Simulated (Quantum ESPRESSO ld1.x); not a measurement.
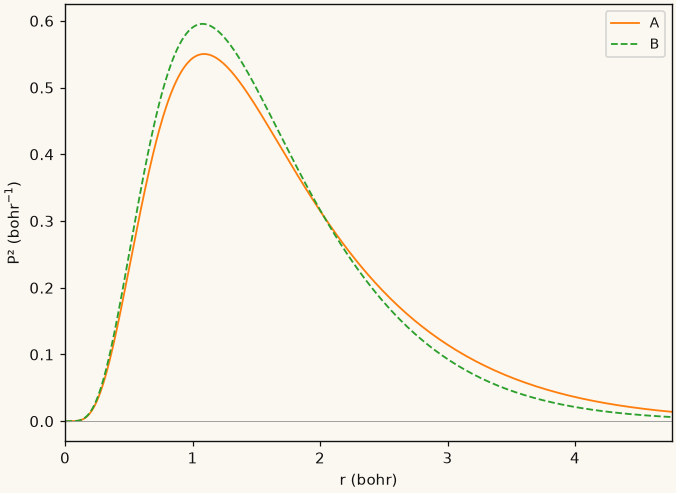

Two charge states of scandium were computed: Sc²⁺ in [Ar] 3d1; Sc⁺ in [Ar] 3d1 4s1. Method: scalar-relativistic Kohn-Sham, PBE, spin-unpolarised, spherical densities, point nucleus; computed with Quantum ESPRESSO ld1.x 7.5.

The plot shows P² of the 3d orbital in both runs (large components where relativistic).

Q: Which curve belongs to which run?

Answer: A is Sc⁺ in [Ar] 3d1 4s1 (⟨r⟩ = 1.70 bohr, eigenvalue −9.97 eV); B is Sc²⁺ in [Ar] 3d1 (⟨r⟩ = 1.57 bohr, eigenvalue −17.9 eV). Fewer electrons screen less, so the orbital shrinks.
